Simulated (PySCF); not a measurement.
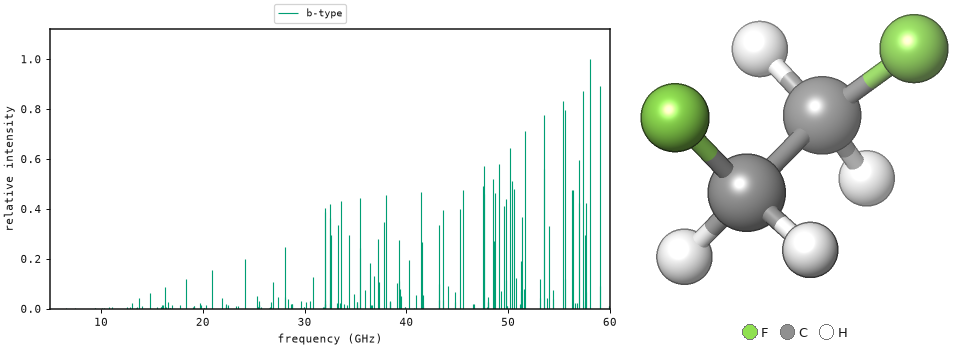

C₂H₄F₂ (1,2-difluoroethane), SMILES FCCF. Simulated rotational absorption lines between 5 and 60 GHz at 40 K: rigid rotor with the equilibrium constants and dipole of one optimised conformer (PBE0-D3(BJ)/def2-SVP, PySCF), commonest isotopes; no centrifugal distortion, hyperfine structure, internal rotation or nuclear-spin weights; lines within 1 MHz of each other are summed. Lines of different type are drawn apart.

> What are the rotational constants, and what kind of rotor is it?

Rotational constants A, B, C = 17.50, 5.080, 4.426 GHz; Ray's κ = −0.90, an asymmetric top on the prolate side.

> Assign the strongest lines, as J(Ka,Kc).

| GHz | upper | lower | type | relative intensity |
| --- | --- | --- | --- | --- |
| 58.00 | 7(0,7) | 6(1,6) | b | 1.00 |
| 59.04 | 9(3,6) | 9(2,7) | b | 0.89 |
| 57.31 | 10(3,7) | 10(2,8) | b | 0.87 |
| 55.42 | 11(3,8) | 11(2,9) | b | 0.83 |

Caveats: coarse grid, loose stop and no frequency check, small forces are noise and the end may be a saddle.
